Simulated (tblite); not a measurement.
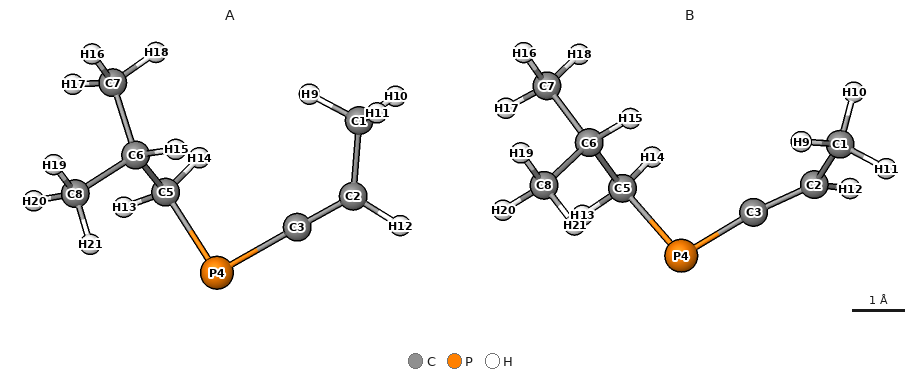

Two geometries of C7H13P, drawn at one scale. One is the start of a relaxation, the other its converged end. Style: ball-and-stick. Shown from a free direction.

The calculation used GFN2-xTB geometry optimisation, gas phase in tblite. 

Q: Which geometry has the lower energy?

A: Structure B is the relaxed one. H9 moves most after the best rigid fit: 1.83 Å. Largest moves by element: H 1.83 Å, C 0.83 Å, P 0.46 Å. Near-neighbour distances that change, for instance: C3–P4 1.848 → 1.637 Å, C2–C3 1.281 → 1.300 Å, P4–C5 1.902 → 1.886 Å, C5–C6 1.538 → 1.530 Å. Among the angles between lasting bonds that change: C2–C3–P4 179.4° → 173.3°, C3–P4–C5 95.9° → 100.0°. The energy falls by 169.5 kJ/mol in 167 geometry steps. The run took 1.4 s on 1 thread of Arm Neoverse V1 (shared host).
